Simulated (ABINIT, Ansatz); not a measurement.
# Ba2MgH6 (P-3m1): bands and cutoff in G0W0 with ABINIT, part 2 of 2

Wanted: a converged G0W0 gap of Ba2MgH6 (P-3m1), or an estimate of the limit.

ABINIT 10.8.3; LDA and many-body steps on it, plane waves. Known limits of the many-body steps: not at the basis limit; no spin-orbit coupling; coarse k mesh.

So far. Step 3 (Screening, 3×3×2 mesh, 44 bands, screening to 62.6 eV): Local fields lower ε∞ by 11 %. On a Γ-centred mesh this coarse the value itself is usually too large, while a short band sum pulls it down. Step 4 (44 bands, 62.6 eV): The gap on the mesh goes from 2.61 eV to 4.24 eV, a correction of +1.63 eV.

## 6. 103 bands, 114.3 eV

This step: G0W0 on LDA, plane waves, norm-conserving pseudopotentials.

Input file run.abi:

```
acell 3*1.0 Angstrom
rprim 
  5.717818886904 0.000000000024 0.000000000000
  -2.858909443473 4.951776410285 0.000000000000
  0.000000000000 0.000000000000 4.538310090000
ntypat 3
znucl 56 12 1
natom 9
typat 1 1 2 3 3 3 3 3 3
xred 
  0.666666666667 0.333333333333 0.267038260000
  0.333333333333 0.666666666667 0.732961740000
  0.000000000000 0.000000000000 0.000000000000
  0.829634400000 0.659268800000 0.775326710000
  0.829634400000 0.170365600000 0.775326710000
  0.340731200000 0.170365600000 0.775326710000
  0.170365600000 0.340731200000 0.224673290000
  0.170365600000 0.829634400000 0.224673290000
  0.659268800000 0.829634400000 0.224673290000
pp_dirpath "pseudos"
pseudos "Ba.upf, Mg.upf, H.upf"
ecut 38
ngkpt 3 3 2
nshiftk 1
shiftk 0 0 0
kptopt 1
chksymbreak 0
istwfk *1
occopt 1
irdwfk 1
optdriver 4
nband 103
gwcalctyp 0
ecutsigx 38
symsigma 1
nkptgw 2
kptgw 
  0.3333333333 0.0000000000 0.0000000000
  0.0000000000 0.0000000000 0.0000000000
bdgw 
  17 20
  17 21
ecuteps 4.2
irdscr 1
ppmodel 1
indata_prefix "in"
outdata_prefix "out"
tmpdata_prefix "tmp"
```

Command:

```
$ OMP_NUM_THREADS=1 mpirun -n 4 abinit run.abi > log
```

Numbers of over 12 decimals in the logs are rounded to 6 here.

The log of the run:

```text
.Version 10.8.3 of ABINIT. v10.8.2 released Aug 2026.

 Symmetries : space group P-3 m 1 (#164); Bravais hP (primitive hexag.)
[... echo of the input left out ...]
== DATASET  1 ==================================================================
-   mpi_nproc: 4, omp_nthreads: 1 (-1 if OMP is not activated)

--- !DatasetInfo
iteration_state: {dtset: 1, }
dimensions: {natom: 9, nkpt: 6, mband: 103, nsppol: 1, nspinor: 1, nspden: 1, mpw: 9726, }
cutoff_energies: {ecut:  38.0, pawecutdg:  -1.0, }
electrons: {nelect:   3.60000000E+01, charge:   0.00000000E+00, occopt:   1.00000000E+00, tsmear:   1.00000000E-02, }

 SIGMA: Calculation of the GW corrections

 Based on a program developped by R.W. Godby, V. Olevano, G. Onida, and L. Reining.
 Incorporated in ABINIT by V. Olevano, G.-M. Rignanese, and M. Torrent.
.Using double precision arithmetic ; gwpc =  8

[... cell and pseudopotentials left out ...]
--------------------------------------------------------------------------------

 ==== K-mesh for the wavefunctions ====
 Number of points in the irreducible wedge :     6
[... list of points left out ...]
 Together with 12 symmetry operations and time-reversal symmetry
 yields    18 points in the full Brillouin Zone.

 ==== Q-mesh for screening function ====
 Number of points in the irreducible wedge :     6
[... list of points left out ...]
 Together with 12 symmetry operations and time-reversal symmetry
 yields    18 points in the full Brillouin Zone.

 vcoul_init : cutoff-mode = AUXILIARY_FUNCTION
 q-points for optical limit:   1
     1)      0.000010    0.000020    0.000030
 setmesh: FFT mesh size selected  =    54x   54x   48
          total number of points  =       139968

 Number of electrons calculated from density =   36.0000; Expected =   36.0000
[...]
number of omega for Sigma on real axis              0
 max omega for Sigma on real axis  [eV]           0.00
 zcut for avoiding poles [eV]                     0.10

 EPSILON^-1 parameters (SCR file):
 dimension of the eps^-1 matrix on file            355
 dimension of the eps^-1 matrix used               355
 number of plane-waves for wavefunctions          9653
 number of bands                                   103
 number of q-points in IBZ                           6
 number of frequencies                               2
 number of real frequencies                          1
 number of imag frequencies                          1

 matrix elements of self-energy operator (all in [eV])

 Perturbative Calculation

--- !SelfEnergy_ee
iteration_state: {dtset: 1, }
kpoint     : [   0.333,    0.000,    0.000, ]
spin       : 1
KS_gap     :    3.236
QP_gap     :    4.916
Delta_QP_KS:    1.680
data: !SigmaeeData |
     Band     E0 <VxcDFT>   SigX SigC(E0)      Z dSigC/dE  Sig(E)    E-E0       E
       17   2.791 -10.749 -13.691   2.114   0.780  -0.282 -11.395  -0.647   2.144
       18   3.309 -10.983 -13.836   2.026   0.782  -0.278 -11.630  -0.647   2.662
       19   6.545  -9.314  -4.491  -3.558   0.817  -0.224  -8.281   1.033   7.578
[...]
--- !SelfEnergy_ee
iteration_state: {dtset: 1, }
kpoint     : [   0.000,    0.000,    0.000, ]
spin       : 1
KS_gap     :    2.729
QP_gap     :    4.295
Delta_QP_KS:    1.566
data: !SigmaeeData |
     Band     E0 <VxcDFT>   SigX SigC(E0)      Z dSigC/dE  Sig(E)    E-E0       E
[...]
20   7.049  -9.780  -4.575  -3.799   0.813  -0.230  -8.638   1.142   8.191
       21   7.049  -9.780  -4.575  -3.799   0.813  -0.230  -8.638   1.142   8.191

== END DATASET(S) ==============================================================
================================================================================

 -outvars: echo values of variables after computation  --------
           etotal      0.0000000000E+00
            nband         103
             nkpt           6
          spgroup         164
 [... the other variables as echoed above ...]

 Calculation completed.
```

Elapsed: 13 s, on 4 MPI ranks of Arm Neoverse V2, shared host; peak memory 1.1 GiB; 52 s of CPU time.

This step gave:

```yaml
g0w0_gap_on_the_points_computed: 4.19 eV
starting_gap_on_the_mesh: 2.607 eV
k_of_the_valence_top: 0.3333, 0, 0
k_of_the_conduction_bottom: 0, 0, 0
z_at_the_valence_top: 0.782
z_at_the_conduction_bottom: 0.822
least_direct_g0w0_gap_on_the_computed_points: 4.295 eV
```

Against G0W0 in ABINIT (3×3×2 mesh, 44 bands, screening to 62.6 eV, Godby-Needs plasmon pole), the gap moves by −0.049 eV.

## 7. Screening, 3×3×2 mesh, 226 bands, screening to 176.9 eV

This step: RPA screening on LDA, plane waves, norm-conserving pseudopotentials.

Changes to run.abi since step 6:

```diff
@@ -30,17 +30,8 @@
 irdwfk 1
-optdriver 4
-nband 103
-gwcalctyp 0
-ecutsigx 38
-symsigma 1
-nkptgw 2
-kptgw 
-  0.3333333333 0.0000000000 0.0000000000
-  0.0000000000 0.0000000000 0.0000000000
-bdgw 
-  17 20
-  17 21
-ecuteps 4.2
-irdscr 1
-ppmodel 1
+optdriver 3
+nband 226
+ecuteps 6.5
+inclvkb 2
+awtr 1
+symchi 1
 indata_prefix "in"
```

The log of the run:

```text
.Version 10.8.3 of ABINIT. v10.8.2 released Aug 2026.

 Symmetries : space group P-3 m 1 (#164); Bravais hP (primitive hexag.)
[... echo of the input left out ...]
== DATASET  1 ==================================================================
-   mpi_nproc: 4, omp_nthreads: 1 (-1 if OMP is not activated)

--- !DatasetInfo
iteration_state: {dtset: 1, }
dimensions: {natom: 9, nkpt: 6, mband: 226, nsppol: 1, nspinor: 1, nspden: 1, mpw: 9726, }
cutoff_energies: {ecut:  38.0, pawecutdg:  -1.0, }
[...]
--------------------------------------------------------------------------------
[... chi0 elements left out ...]
 For q-point:  0.000010 0.000020 0.000030
  dielectric constant =   6.1316
  dielectric constant without local fields =   6.8403

  Average fulfillment of the sum rule on Im[epsilon] for q-point    1 :     80.82  [%]
[... wings left out ...]
  q-point number  2        q = ( 0.333333, 0.000000, 0.000000) [r.l.u.]
--------------------------------------------------------------------------------
[... chi0 elements left out ...]
  Average fulfillment of the sum rule on Im[epsilon] for q-point    2 :     85.84  [%]

 [... 4 further q-points ...]
```

Wall time 1.8 min (4 MPI ranks); peak memory 2.4 GiB; 7.1 min of CPU time.

Numbers from this step:

```
ε∞ with local fields, on this mesh, along the program's q direction : 6.132
the same without local fields                                       : 6.840
plasma frequency                                                    : 19.65 eV
plane waves in the screening matrix                                 : 669
```

## 8. 226 bands, 176.9 eV

This step: G0W0 on LDA, plane waves, norm-conserving pseudopotentials.

Changes to run.abi since step 7:

```diff
@@ -30,8 +30,17 @@
 irdwfk 1
-optdriver 3
+optdriver 4
 nband 226
+gwcalctyp 0
+ecutsigx 38
+symsigma 1
+nkptgw 2
+kptgw 
+  0.3333333333 0.0000000000 0.0000000000
+  0.0000000000 0.0000000000 0.0000000000
+bdgw 
+  17 20
+  17 21
 ecuteps 6.5
-inclvkb 2
-awtr 1
-symchi 1
+irdscr 1
+ppmodel 1
 indata_prefix "in"
```

The log of the run:

```text
.Version 10.8.3 of ABINIT. v10.8.2 released Aug 2026.

 Symmetries : space group P-3 m 1 (#164); Bravais hP (primitive hexag.)
[... echo of the input left out ...]
== DATASET  1 ==================================================================
-   mpi_nproc: 4, omp_nthreads: 1 (-1 if OMP is not activated)

--- !DatasetInfo
iteration_state: {dtset: 1, }
dimensions: {natom: 9, nkpt: 6, mband: 226, nsppol: 1, nspinor: 1, nspden: 1, mpw: 9726, }
cutoff_energies: {ecut:  38.0, pawecutdg:  -1.0, }
[...]
Band     E0 <VxcDFT>   SigX SigC(E0)      Z dSigC/dE  Sig(E)    E-E0       E
[...]
20   7.049  -9.780  -4.575  -4.125   0.810  -0.235  -8.906   0.874   7.923
       21   7.049  -9.780  -4.575  -4.125   0.810  -0.235  -8.906   0.874   7.923

== END DATASET(S) ==============================================================
================================================================================

 -outvars: echo values of variables after computation  --------
           etotal      0.0000000000E+00
            nband         226
             nkpt           6
          spgroup         164
 [... the other variables as echoed above ...]

 Calculation completed.
```

The job ended after 78 s (4 MPI ranks; peak memory 2.5 GiB).

Numbers from this step:

```yaml
g0w0_gap_on_the_points_computed: 4.276 eV
starting_gap_on_the_mesh: 2.607 eV
k_of_the_valence_top: 0.3333, 0, 0
k_of_the_conduction_bottom: 0, 0, 0
least_direct_g0w0_gap_on_the_computed_points: 4.376 eV
```

Against G0W0 in ABINIT (3×3×2 mesh, 103 bands, screening to 114.3 eV, Godby-Needs plasmon pole), the gap moves by +0.086 eV.

## 9. Side by side

Times are wall times on 4 MPI ranks of Arm Neoverse V2, shared host, good to a factor of about two. A run's time includes the screening step that it read.

| run | mesh | bands | screening cutoff (eV) | DFT gap (eV) | gap on the mesh (eV) | direct (eV) | ε∞ used | time |
| --- | --- | --- | --- | --- | --- | --- | --- | --- |
| 44 bands, 62.6 eV | 3×3×2 | 44 | 62.6 | 2.607 | 4.239 | 4.350 | 6.08 | 14 s |
| 103 bands, 114.3 eV | 3×3×2 | 103 | 114.3 | 2.607 | 4.190 | 4.295 | 6.12 | 41 s |
| 226 bands, 176.9 eV | 3×3×2 | 226 | 176.9 | 2.607 | 4.276 | 4.376 | 6.13 | 3.1 min |

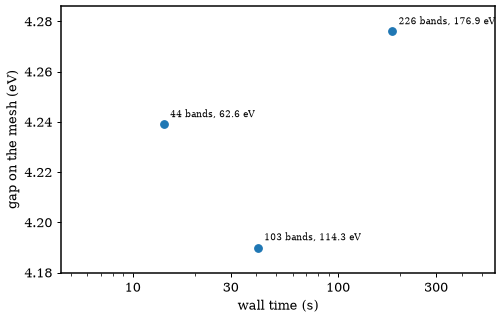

Result against wall time.

## 10. What came out

```json
{"44 bands, 62.6 eV": "4.239 eV", "103 bands, 114.3 eV": "4.190 eV", "226 bands, 176.9 eV": "4.276 eV", "known limits": "not at the basis limit; no spin-orbit coupling; coarse k mesh"}
```

What this shows: From the first rung to the last the gap moves by +0.04 eV for 13 times the time. The gap turns back along the series, so no limit is drawn from it. In the G0W0 runs levels were corrected at 2 k points alone, so a gap called «on the mesh» is the least over those, and an edge elsewhere would be missed. The 3×3×2 mesh is coarse for this cell, which bears on the long-range parts of exchange and screening. The many-body steps are scalar-relativistic: spin-orbit coupling is not in them.

[Paths, hosts, dates, memory and timing lines, banners, echoed tables and standing remarks are left out of the program output.]

[Logs are printed without paths, hosts, clocks, repeated set-up lines and the standing remarks that a program may print on its own settings, such as how far it seeks lower states.]

[Runs of the session that timed out or met a known fault of the program may be left out.]

[Hosts, paths, dates, database ids (printed as entryN), source tags and the programs' standing remarks are cut or masked in the printed files.]

[G0W0 gaps are taken among the corrected bands and points alone; a level outside them can change the order at an edge.]

[Where Ansatz stands beside ABINIT at settings called matched, ABINIT's density can come from a denser mesh and the files from another edition; pairs whose starting gaps differed by over 0.03 eV were left out, so agreement reads better than it is.]
